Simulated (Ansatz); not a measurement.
# H2SSi: energy of protonation at one site in Python

Wanted for H2SSi: the energy of protonation at one site. SMILES: [SiH]S.

All numbers are computed with the Python package of Ansatz 0.2.0. Level of theory: PBE0+D3(BJ)/cc-pVDZ.

## Step 1: The system

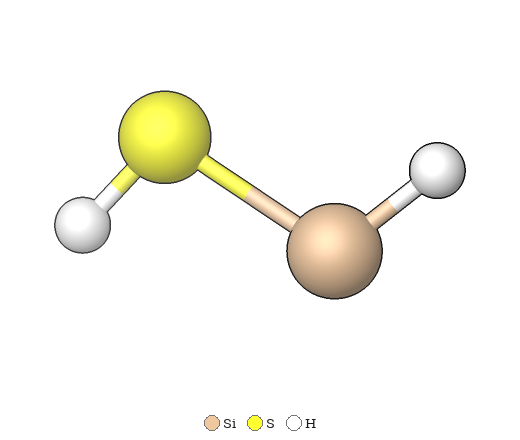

The starting structure, viewed from a chosen angle; silicon light orange, sulfur yellow, hydrogen white.

h2ssi.xyz, read by the script:

```xyz
4

Si   -0.10840   -1.01350    0.23790
S     0.12230    1.09230   -0.28820
H     0.97210   -1.41030    1.02130
H    -0.93050    1.27110   -0.99130
```

## Step 2: The script

File run_pa.py:

```python
"""Proton affinity of H2SSi at one site."""

import ansatz as az
import numpy as np


def main() -> None:
    h2ssi = az.Crystal.molecule_from_extxyz("h2ssi.xyz")

    model = (
        h2ssi.calculation()
        .basis(gaussian="cc-pVDZ")  # atom-centred Gaussian functions
        .functional("pbe0", dispersion="d3bj")
    )
    symbols = [site.symbol for site in h2ssi.cartesian_sites]
    start = np.array([site.position_ang for site in h2ssi.cartesian_sites], dtype=float)
    r = model.relax(force_tolerance=0.01).run(threads=1).report
    end = np.array(r["positions_ang"])

    # start the new hydrogen opposite the existing bonds
    away = sum((end[1] - end[j]) / np.linalg.norm(end[1] - end[j]) for j in [0, 3]) + np.array([0.15, 0.1, -0.2])
    proton = end[1] + 1.4 * away / np.linalg.norm(away)
    acid = az.Crystal.molecule()
    for symbol, place in zip(symbols, end):
        acid = acid.atom(symbol, place.tolist())
    acid = acid.atom("H", proton.tolist())
    protonated = (
        acid.calculation()
        .basis(gaussian="cc-pVDZ")
        .functional("pbe0", dispersion="d3bj")
        .charge(1)
        .relax(force_tolerance=0.01, max_steps=80)  # relax until the tolerances are met
    )
    after = protonated.run(threads=1).report
    xyz = np.array(after["positions_ang"])
    reach = np.linalg.norm(xyz[:-1] - xyz[-1], axis=1)
    print(f"base {r['free_energy_ev']:.5f} eV, protonated {after['free_energy_ev']:.5f} eV")
    print(f"the proton ends {reach.min():.3f} A from {symbols[reach.argmin()]}{reach.argmin()}")
    print(f"electronic proton affinity {23.060548 * (r['free_energy_ev'] - after['free_energy_ev']):.1f} kcal/mol")


if __name__ == "__main__":
    main()
```

## Step 3: The run

Launch:

```console
python run_pa.py
```

**Question.** What results will this script give? Wanted: electronic proton affinity; moves of the relaxation of run 1; energy gained in run 1; last largest force component of run 1; moves of the relaxation of run 2; energy gained in run 2; last largest force component of run 2.

The runs gave:

| quantity | value |
| --- | --- |
| electronic proton affinity | 177.8 kcal/mol |
| runs compared | 2 |
| moves of the relaxation of run 1 | 5 |
| energy gained in run 1 | 0.603 eV |
| last largest force component of run 1 | 0.0018 eV/Å |
| moves of the relaxation of run 2 | 8 |
| energy gained in run 2 | 0.760 eV |
| last largest force component of run 2 | 0.0088 eV/Å |

What this shows: Run 1: After 5 moves the largest shift is 0.214 Å, of atom 3 (H). Run 2: After 8 moves the largest shift is 0.483 Å, of atom 2 (S). The proton is put on one chosen atom, which needn't be the most basic site, so the molecule's proton affinity can be higher; the ends are stationary points, not checked by frequencies, and zero-point and thermal terms count only where printed.
